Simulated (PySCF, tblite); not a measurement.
**silylselanylsilane (Si2H6Se): isotopologues and vibrational averages**

How do isotopes change the rotational constants and shieldings of silylselanylsilane (Si2H6Se) (`[SiH3][Se][SiH3]`)?

Computed with tblite 0.8.0 (tight binding) and PySCF 2.14.0 (DFT, with response routines of our own); each step states its level. Atoms count from 0 throughout.

### Step 1. The starting structure

9 atoms, charge 0, multiplicity 1; geometry from: force field or distance geometry start.

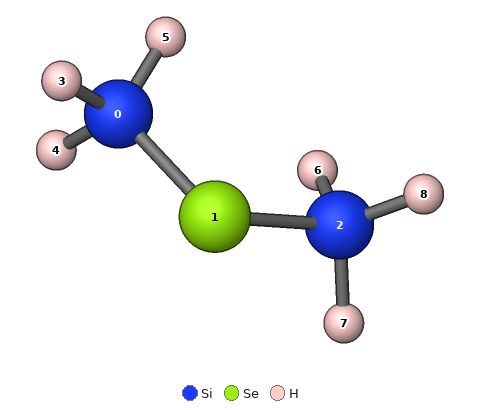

The starting geometry (silicon blue, selenium green, hydrogen pink), atoms numbered.

### Step 2. GFN2-xTB relaxation, lowest of a short conformer search

The job: settings as JSON, then the geometry in Å.

```
{"job": {"xc": "GFN2-xTB", "basis": "xTB", "kind": "relax"}, "charge": 0, "multiplicity": 1}
Si    -1.783300    -0.026700    -0.249400
Se     0.133000     0.012800    -1.414800
Si     1.868900     0.006200     0.165900
H     -2.814700    -0.584400    -1.197500
H     -2.252000     1.300700     0.230600
H     -1.701400    -0.877700     0.927600
H      1.265500     0.146400     1.489900
H      2.655800     1.251200    -0.119900
H      2.682400    -1.204600     0.066900
```

Launch:

```console
$ OMP_NUM_THREADS=1 python ens_run.py task.json out
```

The driver reads the study from task.json and runs its stages one after another.

The program printed:

```text
step      E/eV     max force
  0    -265.14164    1.338
  1    -265.19132    0.762
  2    -265.22154    0.301
  3    -265.22630    0.246
  4    -265.23836    0.209
  5    -265.24112    0.182
  6    -265.24755    0.173
  7    -265.24933    0.150
  8    -265.25160    0.102
  9    -265.25225    0.072
 10    -265.25263    0.062
 11    -265.25309    0.100
 12    -265.25400    0.142
 13    -265.25505    0.135
 14    -265.25576    0.069
 15    -265.25606    0.041
 16    -265.25623    0.052
 17    -265.25647    0.060
 18    -265.25678    0.067
 19    -265.25709    0.067
 20    -265.25735    0.055
 21    -265.25758    0.058
 22    -265.25782    0.045
 23    -265.25802    0.042
 24    -265.25819    0.045
 25    -265.25843    0.054
 26    -265.25883    0.081
 27    -265.25944    0.092
 28    -265.26001    0.064
 29    -265.26026    0.026
 30    -265.26031    0.012
 31    -265.26032    0.012
 32    -265.26032    0.012
 33    -265.26034    0.012
 34    -265.26035    0.017
 35    -265.26038    0.015
 36    -265.26039    0.010
 37    -265.26040    0.008
 38    -265.26041    0.009
 39    -265.26041    0.014
 40    -265.26043    0.019
 41    -265.26046    0.020
 42    -265.26049    0.014
 43    -265.26051    0.011
 44    -265.26052    0.011
 45    -265.26053    0.016
 46    -265.26057    0.026
 47    -265.26065    0.040
 48    -265.26083    0.064
 49    -265.26115    0.083
 50    -265.26153    0.074
 51    -265.26201    0.038
 52    -265.26225    0.048
 53    -265.26249    0.053
 54    -265.26240    0.087
 55    -265.26300    0.047
 56    -265.26325    0.038
 57    -265.26338    0.047
 58    -265.26355    0.021
 59    -265.26359    0.020
 60    -265.26366    0.021
 61    -265.26371    0.021
 62    -265.26384    0.027
 63    -265.26388    0.021
 64    -265.26391    0.011
 65    -265.26393    0.010
 66    -265.26396    0.015
 67    -265.26399    0.018
 68    -265.26402    0.014
 69    -265.26403    0.008
 70    -265.26404    0.007
 71    -265.26404    0.008
 72    -265.26405    0.013
 73    -265.26407    0.015
 74    -265.26409    0.013
 75    -265.26410    0.009
 76    -265.26411    0.005
 77    -265.26411    0.005
 78    -265.26412    0.005
 79    -265.26412    0.007
 80    -265.26413    0.010
 81    -265.26414    0.011
 82    -265.26416    0.013
 83    -265.26420    0.018
 84    -265.26423    0.025
 85    -265.26429    0.025
 86    -265.26441    0.034
 87    -265.26465    0.090
 88    -265.26496    0.095
 89    -265.26551    0.083
 90    -265.26453    0.213
 91    -265.26140    0.316
 92    -265.26551    0.107
 93    -265.26712    0.044
 94    -265.26759    0.081
 95    -265.26795    0.055
 96    -265.26872    0.051
 97    -265.26984    0.109
 98    -265.27104    0.084
 99    -265.27214    0.072
100    -265.27262    0.122
101    -265.27352    0.059
102    -265.27391    0.046
103    -265.27459    0.055
104    -265.27499    0.051
105    -265.27551    0.046
106    -265.27578    0.044
107    -265.27605    0.049
108    -265.27626    0.063
109    -265.27654    0.064
110    -265.27688    0.079
111    -265.27724    0.041
112    -265.27746    0.045
113    -265.27767    0.046
114    -265.27785    0.051
115    -265.27803    0.050
116    -265.27827    0.033
117    -265.27845    0.021
118    -265.27854    0.022
119    -265.27857    0.018
120    -265.27860    0.010
121    -265.27862    0.011
122    -265.27863    0.011
123    -265.27864    0.010
124    -265.27865    0.008
125    -265.27866    0.006
126    -265.27866    0.006
127    -265.27867    0.005
128    -265.27867    0.005
129    -265.27867    0.005
130    -265.27868    0.005
131    -265.27868    0.005
132    -265.27868    0.007
133    -265.27869    0.011
134    -265.27870    0.014
135    -265.27871    0.010
136    -265.27872    0.005
137    -265.27872    0.005
138    -265.27873    0.005
139    -265.27873    0.004
140    -265.27873    0.003
```

Wall time 0.43 s (1 thread of AMD EPYC 9R45, shared host).

The energy fell by 0.137 eV, and the atoms moved 0.66 Å (root mean square).

### Step 3. Tight optimisation and Hessian

The job: settings as JSON, then the geometry in Å.

```
{"job": {"xc": "B3LYP", "basis": "pcSseg-1", "grid": 2, "temperatures": [300, 350], "kind": "geom"}, "charge": 0, "multiplicity": 1}
Si    -1.745650     0.045941    -0.276439
Se     0.156409    -0.795312    -1.217679
Si     1.760922    -0.056870     0.228760
H     -2.808896    -0.399686    -1.162075
H     -1.627059     1.500113    -0.226552
H     -1.868412    -0.502130     1.070964
H      1.468945    -0.601569     1.551142
H      1.714115     1.401884     0.256632
H      3.003870    -0.568396    -0.325473
```

The program printed:

```text
step   0  E = -81198.5440099 eV  max force = 0.72974
step   1  E = -81198.6148856 eV  max force = 0.50841
step   2  E = -81198.6391806 eV  max force = 0.07341
step   3  E = -81198.6397755 eV  max force = 0.02457
step   4  E = -81198.6398379 eV  max force = 0.00564
step   5  E = -81198.6398418 eV  max force = 0.00041
step   6  E = -81198.6398418 eV  max force = 0.00041
step   7  E = -81198.6398418 eV  max force = 0.00035
harmonic wavenumbers (cm-1): 70.9 76.8 108.3 375.7 385.4 569.3 591.0 601.2 639.8 901.4 942.6 943.0 943.3 964.8 978.0 2235.3 2239.3 2241.7 2243.0 2262.1 2262.8
```

Wall time 4.5 min (1 thread of AMD EPYC 9R45, shared host); peak memory 0.57 GiB.

### Step 4. Displacements along the modes, parent

The job: settings as JSON, then the geometry in Å.

```
{"job": {"xc": "B3LYP", "basis": "pcSseg-1", "grid": 2, "temperatures": [300, 350], "kind": "vib", "mass_numbers": [28, 80, 28, 1, 1, 1, 1, 1, 1]}, "charge": 0, "multiplicity": 1}
Si    -1.717816     0.034626    -0.288049
Se     0.164683    -0.841922    -1.285158
Si     1.736894    -0.066490     0.209545
H     -2.850597    -0.384082    -1.148674
H     -1.653483     1.517482    -0.219585
H     -1.900030    -0.499196     1.086510
H      1.494146    -0.599377     1.575129
H      1.739690     1.418097     0.270189
H      3.040759    -0.555164    -0.300627
```

The program printed:

```text
mode    cm-1    km/mol   phi_rrr   E(+)/cm-1  E(-)/cm-1
  1     70.91     0.01      -5.3      66.17      65.65
  2     76.80     0.12     -11.5      56.25      55.80
  3    108.35     0.14      12.8      20.12      19.17
  4    375.68     5.59     -63.9      65.38      69.98
  5    385.43    41.73       1.6      69.43      69.46
  6    569.27     9.51       1.9     103.58     102.82
  7    590.96     0.02      -2.1     107.17     106.97
  8    601.20    27.25       0.2     108.56     109.12
  9    639.85    10.37     -21.7     114.85     116.42
 10    901.43   645.35      -0.3     162.23     162.50
 11    942.61    19.40     -33.1     168.77     170.96
 12    942.97    68.04      52.0     171.80     167.97
 13    943.31    92.55     -55.3     167.92     171.90
 14    964.82     7.96       1.1     173.69     173.85
 15    977.97   182.81     -61.9     173.91     178.37
 16   2235.32    51.39     -10.2     402.83     403.44
 17   2239.26     0.12      45.7     405.45     402.32
 18   2241.71   105.40    -574.4     383.52     424.86
 19   2243.04   205.89     -10.9     404.16     404.94
 20   2262.13   128.58     166.8     414.61     402.76
 21   2262.81    60.89     804.1     437.63     379.81
```

Run time: 4.9 min. Hardware: 1 thread of AMD EPYC 9R45, shared host; peak memory 0.63 GiB.

### Step 5. Displacements along the modes, 2H at atom 3

Changed since step 4:

```diff
@@ -1,2 +1,2 @@
-{"job": {"xc": "B3LYP", "basis": "pcSseg-1", "grid": 2, "temperatures": [300, 350], "kind": "vib", "mass_numbers": [28, 80, 28, 1, 1, 1, 1, 1, 1]}, "charge": 0, "multiplicity": 1}
+{"job": {"xc": "B3LYP", "basis": "pcSseg-1", "grid": 2, "temperatures": [300, 350], "kind": "vib", "mass_numbers": [28, 80, 28, 2, 1, 1, 1, 1, 1]}, "charge": 0, "multiplicity": 1}
 Si    -1.717816     0.034626    -0.288049
```

The program printed:

```text
mode    cm-1    km/mol   phi_rrr   E(+)/cm-1  E(-)/cm-1
  1     62.59     0.03       8.9      62.11      62.61
  2     75.85     0.07      -7.5      75.31      75.31
  3    106.81     0.14      12.4      19.84      18.90
  4    368.02     4.88     -64.7      63.94      68.68
  5    384.30    38.59     -50.7      67.50      71.00
  6    475.96     6.13      12.0      87.01      85.69
  7    584.79     4.56       1.1     106.11     106.16
  8    599.17    26.63       1.6     108.43     108.99
  9    613.89    19.04     -21.9     110.85     112.10
 10    796.61    30.63      -1.2     143.58     143.65
 11    848.87   416.60      22.8     153.94     152.31
 12    923.85   254.87      46.3     168.20     164.63
 13    943.04    51.09      -1.3     170.03     170.00
 14    963.22     6.03      -6.0     173.14     173.82
 15    977.92   183.26     -61.8     173.90     178.36
 16   1625.87    54.14    -756.1     267.15     321.44
 17   2235.91    35.18     171.4     409.38     397.18
 18   2239.19     0.05     -34.7     402.70     405.04
 19   2242.40   123.54     609.1     426.33     382.47
 20   2243.00   206.76      -3.0     404.44     404.64
 21   2262.52    94.93    1140.9     451.11     369.09
```

Wall time 5 min (1 thread of AMD EPYC 9R45, shared host); peak memory 0.63 GiB.

### Step 6. Vibrational averages by isotopologue

The job: settings as JSON, then the geometry in Å.

```
{"job": {"xc": "B3LYP", "basis": "pcSseg-1", "grid": 2, "temperatures": [300, 350], "kind": "iso"}, "charge": 0, "multiplicity": 1}
Si    -1.717816     0.034626    -0.288049
Se     0.164683    -0.841922    -1.285158
Si     1.736894    -0.066490     0.209545
H     -2.850597    -0.384082    -1.148674
H     -1.653483     1.517482    -0.219585
H     -1.900030    -0.499196     1.086510
H      1.494146    -0.599377     1.575129
H      1.739690     1.418097     0.270189
H      3.040759    -0.555164    -0.300627
```

The program printed:

```text
parent
  Be/MHz 5481.971 2451.349 1763.393
  B0/MHz 5470.516 2441.594 1754.625
  ZPE/cm-1 11287.9
  <sigma>(0 K)/ppm 384.887 2315.252 384.909 26.507 26.600 26.591 26.595 26.601 26.508
2H at atom 3
  Be/MHz 5481.968 2350.386 1710.536
  B0/MHz 5469.706 2340.822 1702.468
  ZPE/cm-1 10786.9
  <sigma>(0 K)/ppm 385.220 2316.062 384.925 26.583 26.607 26.599 26.592 26.596 26.505
```

Run time: 14 min. Hardware: 1 thread of AMD EPYC 9R45, shared host; peak memory 0.63 GiB. This counts the whole study up to here.

Rotational constants (MHz) at equilibrium and in the ground state:

```tsv
isotopologue	Be	B0	zero-point change (cm⁻¹)
parent	5482.0, 2451.3, 1763.4	5470.5, 2441.6, 1754.6	0.0
2H at atom 3	5482.0, 2350.4, 1710.5	5469.7, 2340.8, 1702.5	-501.0
```

Shieldings of the first species (ppm): at equilibrium, the vibrational parts at 0 K, and the averages:

```tsv
atom	equilibrium	anharmonic	harmonic	0 K	300 K	350 K
Si0	389.74	1.69	-6.54	384.89	379.99	379.03
Se1	2361.41	7.39	-53.55	2315.25	2354.14	2360.18
Si2	389.72	1.57	-6.38	384.91	380.24	379.32
H3	26.88	0.27	-0.64	26.51	26.40	26.38
H4	26.95	0.25	-0.59	26.60	26.56	26.55
H5	26.95	0.24	-0.59	26.59	26.53	26.51
H6	26.95	0.22	-0.58	26.59	26.55	26.53
H7	26.95	0.23	-0.58	26.60	26.58	26.57
H8	26.88	0.26	-0.63	26.51	26.42	26.40
```

Isotope effects on the shieldings at 0 K (ppb; positive means more shielded):

```tsv
atom	2H at atom 3
Si0	333
Se1	811
Si2	17
H3	76
H4	7
H5	9
H6	-3
H7	-5
H8	-4
```

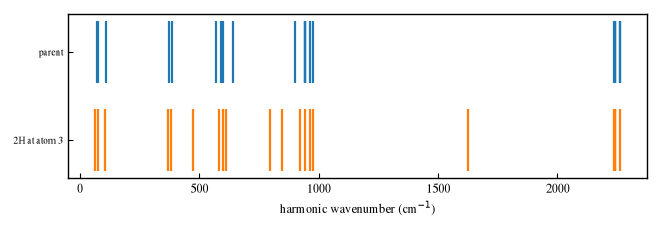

Harmonic wavenumbers of each isotopologue.

### Step 7. Tight optimisation and Hessian

The job: settings as JSON, then the geometry in Å.

```
{"job": {"xc": "B3LYP", "basis": "pcSseg-1", "grid": 2, "temperatures": [300, 350], "conv": 0.0001, "kind": "geom"}, "charge": 0, "multiplicity": 1}
Si    -1.745650     0.045941    -0.276439
Se     0.156409    -0.795312    -1.217679
Si     1.760922    -0.056870     0.228760
H     -2.808896    -0.399686    -1.162075
H     -1.627059     1.500113    -0.226552
H     -1.868412    -0.502130     1.070964
H      1.468945    -0.601569     1.551142
H      1.714115     1.401884     0.256632
H      3.003870    -0.568396    -0.325473
```

The program printed:

```text
step   0  E = -81198.5440055 eV  max force = 0.72598
step   1  E = -81198.6151125 eV  max force = 0.50805
step   2  E = -81198.6391239 eV  max force = 0.07586
step   3  E = -81198.6397656 eV  max force = 0.02525
step   4  E = -81198.6398343 eV  max force = 0.00567
step   5  E = -81198.6398367 eV  max force = 0.00047
step   6  E = -81198.6398367 eV  max force = 0.00047
step   7  E = -81198.6398369 eV  max force = 0.00035
harmonic wavenumbers (cm-1): 84.5 88.9 109.2 375.0 385.6 571.3 592.8 602.7 641.0 902.0 942.7 943.2 943.7 965.3 978.1 2236.5 2241.6 2242.8 2243.2 2263.7 2264.0
```

Run time: 4.1 min. Hardware: 1 thread of AMD EPYC 9R45, shared host; peak memory 0.61 GiB.

This input is unsound on purpose: SCF threshold far too loose for finite differences.

### Step 8. Displacements along the modes

The job: settings as JSON, then the geometry in Å.

```
{"job": {"xc": "B3LYP", "basis": "pcSseg-1", "grid": 2, "temperatures": [300, 350], "conv": 0.0001, "kind": "vib", "mass_numbers": [28, 80, 28, 1, 1, 1, 1, 1, 1]}, "charge": 0, "multiplicity": 1}
Si    -1.717936     0.034677    -0.288080
Se     0.164712    -0.841707    -1.285315
Si     1.737014    -0.066501     0.209586
H     -2.850546    -0.384368    -1.148588
H     -1.653856     1.517575    -0.219757
H     -1.899891    -0.499030     1.086584
H      1.494117    -0.599473     1.575136
H      1.739945     1.418104     0.270371
H      3.040687    -0.555301    -0.300655
```

The program printed:

```text
mode    cm-1    km/mol   phi_rrr   E(+)/cm-1  E(-)/cm-1
  1     84.53     0.02       7.3      50.99      51.35
  2     88.91     0.11     -11.8      46.33      46.08
  3    109.20     0.12      12.5      19.90      19.08
  4    375.02     5.68     -64.1      66.05      69.50
  5    385.57    40.12       1.4      69.37      69.42
  6    571.32     9.32      -1.9     102.42     103.18
  7    592.83     0.02       2.2     106.65     106.85
  8    602.66    27.58       0.1     108.30     108.89
  9    641.02    10.18      21.5     116.41     114.40
 10    902.01   646.20      -0.2     162.12     162.39
 11    942.67    78.75      38.2     170.65     169.02
 12    943.20     8.26      26.8     170.68     168.81
 13    943.68    97.76     -23.5     169.10     170.58
 14    965.29     7.65       1.1     173.63     173.78
 15    978.11   180.43     -64.1     173.79     178.48
 16   2236.55    62.08      -9.8     402.63     403.22
 17   2241.58     0.54      87.0     406.49     400.41
 18   2242.84   104.72    -576.4     383.39     424.63
 19   2243.18   212.95     169.8     410.61     398.43
 20   2263.66   126.49     298.5     419.40     397.81
 21   2264.02    62.25    -812.1     378.32     439.07
```

Wall time 4.6 min (1 thread of AMD EPYC 9R45, shared host); peak memory 0.64 GiB.

This input is unsound on purpose: SCF threshold far too loose for finite differences.

### Step 9. Displacements along the modes

Changed since step 8:

```diff
@@ -1,2 +1,2 @@
-{"job": {"xc": "B3LYP", "basis": "pcSseg-1", "grid": 2, "temperatures": [300, 350], "conv": 0.0001, "kind": "vib", "mass_numbers": [28, 80, 28, 1, 1, 1, 1, 1, 1]}, "charge": 0, "multiplicity": 1}
+{"job": {"xc": "B3LYP", "basis": "pcSseg-1", "grid": 2, "temperatures": [300, 350], "conv": 0.0001, "kind": "vib", "mass_numbers": [28, 80, 28, 2, 1, 1, 1, 1, 1]}, "charge": 0, "multiplicity": 1}
 Si    -1.717936     0.034677    -0.288080
```

The program printed:

```text
mode    cm-1    km/mol   phi_rrr   E(+)/cm-1  E(-)/cm-1
  1     73.90     0.03      -9.9      47.25      46.86
  2     88.30     0.07      -9.6      58.47      58.69
  3    107.65     0.12     -12.1      18.81      19.62
  4    367.51     4.80     -64.6      64.53      68.23
  5    384.37    37.18     -49.2      67.68      70.74
  6    477.27     6.27      12.1      87.02      85.16
  7    586.61     4.84       1.1     105.82     105.86
  8    600.66    26.76       1.6     108.18     108.76
  9    615.28    18.78     -21.7     110.35     112.06
 10    797.10    30.73       1.2     143.57     143.48
 11    849.18   413.81      23.5     153.69     152.48
 12    923.87   260.08     -48.2     164.99     167.81
 13    943.53    51.37       1.3     169.89     169.92
 14    963.67     6.06       4.7     173.83     173.01
 15    978.05   181.87      63.9     178.45     173.79
 16   1626.61    55.32    -762.0     266.25     322.37
 17   2237.34    41.90    -223.5     394.94     411.15
 18   2241.52     0.09     -46.1     401.86     404.99
 19   2243.14   214.84      68.6     406.97     402.03
 20   2243.73   124.05     613.6     425.98     382.37
 21   2263.88    94.77   -1120.2     368.87     451.02
```

Run time: 4.5 min. Hardware: 1 thread of AMD EPYC 9R45, shared host; peak memory 0.64 GiB.

This input is unsound on purpose: SCF threshold far too loose for finite differences.

### Step 10. Vibrational averages by isotopologue, second settings

The job: settings as JSON, then the geometry in Å.

```
{"job": {"xc": "B3LYP", "basis": "pcSseg-1", "grid": 2, "temperatures": [300, 350], "conv": 0.0001, "kind": "iso"}, "charge": 0, "multiplicity": 1}
Si    -1.717936     0.034677    -0.288080
Se     0.164712    -0.841707    -1.285315
Si     1.737014    -0.066501     0.209586
H     -2.850546    -0.384368    -1.148588
H     -1.653856     1.517575    -0.219757
H     -1.899891    -0.499030     1.086584
H      1.494117    -0.599473     1.575136
H      1.739945     1.418104     0.270371
H      3.040687    -0.555301    -0.300655
```

The program printed:

```text
parent
  Be/MHz 5481.748 2451.047 1763.215
  B0/MHz 5457.335 2443.821 1754.425
  ZPE/cm-1 11308.9
  <sigma>(0 K)/ppm 384.710 2311.372 384.718 26.502 26.599 26.593 26.595 26.600 26.503
2H at atom 3
  Be/MHz 5481.746 2350.113 1710.371
  B0/MHz 5458.533 2342.498 1702.163
  ZPE/cm-1 10806.6
  <sigma>(0 K)/ppm 385.106 2312.342 384.764 26.580 26.608 26.602 26.592 26.596 26.500
```

Wall time 13 min (1 thread of AMD EPYC 9R45, shared host); peak memory 0.64 GiB. This counts the runs that the step sums up.

These settings are unsound on purpose: SCF threshold far too loose for finite differences. The values are not to be used.

Rotational constants (MHz) at equilibrium and in the ground state:

```tsv
isotopologue	Be	B0	zero-point change (cm⁻¹)
parent	5481.7, 2451.0, 1763.2	5457.3, 2443.8, 1754.4	0.0
2H at atom 3	5481.7, 2350.1, 1710.4	5458.5, 2342.5, 1702.2	-502.3
```

Shieldings of the first species (ppm): at equilibrium, the vibrational parts at 0 K, and the averages:

```tsv
atom	equilibrium	anharmonic	harmonic	0 K	300 K	350 K
Si0	389.79	1.08	-6.16	384.71	380.15	379.23
Se1	2361.55	2.98	-53.15	2311.37	2331.32	2333.77
Si2	389.77	1.00	-6.05	384.72	380.32	379.44
H3	26.87	0.21	-0.58	26.50	26.41	26.38
H4	26.95	0.19	-0.54	26.60	26.57	26.56
H5	26.95	0.18	-0.54	26.59	26.55	26.54
H6	26.95	0.17	-0.53	26.60	26.56	26.55
H7	26.95	0.18	-0.53	26.60	26.58	26.58
H8	26.87	0.20	-0.57	26.50	26.41	26.39
```

Isotope effects on the shieldings at 0 K (ppb; positive means more shielded):

```tsv
atom	2H at atom 3
Si0	396
Se1	970
Si2	46
H3	78
H4	8
H5	10
H6	-3
H7	-4
H8	-3
```

### Step 11. Outcome

| quantity | value |
| --- | --- |
| point group | C2v |
| B0 of the first species | 5470.5, 2441.6, 1754.6 MHz |
| zero-point energy | 11288 cm⁻¹ |
| zero-point change of σ(Se1) | -46.15 ppm |

What this shows: Zero-point motion changes the shielding of Se1 most, by -46.15 ppm. The largest secondary isotope effect is 811 ppb on Se1, 2 bonds from the change (2H at atom 3). The job flags a low mode; perturbation theory is less sure for low modes. Internal rotors are held in one well. Spin-orbit coupling is left out, which matters at and beside the heavy atoms.
